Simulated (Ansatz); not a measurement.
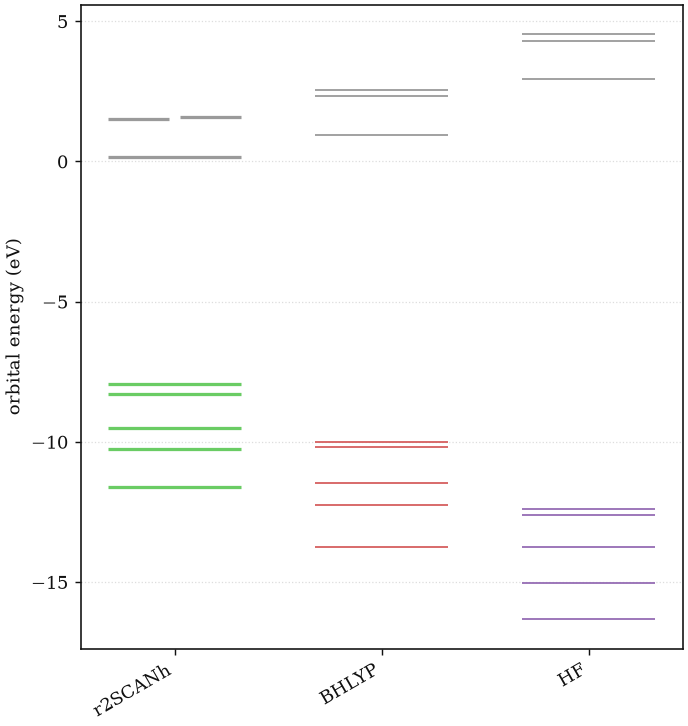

Frontier orbital energies (alpha spin) of SiNH₄, SMILES [NH][SiH3], doublet at one geometry, def2-TZVPP, the Ansatz code 0.2.0, at a PBE0-D4/def2-TZVP geometry (a minimum by its frequencies). Empty levels are grey, levels within 0.1 eV stand side by side; all columns show the same few orbitals around the gap. HOMO and LUMO mean the alpha set's.

Question: Compare the HOMO-LUMO separations.

Answer: The separation grows from 8.09 eV (r2SCANh) to 15.32 eV (HF).

```csv
level,HOMO (eV),LUMO (eV),separation (eV)
r2SCANh,−7.95,0.14,8.09
BHLYP,−10.01,0.95,10.96
HF,−12.38,2.94,15.32
```

Caveats, for all or some of the runs: empty levels above zero depend strongly on the basis.
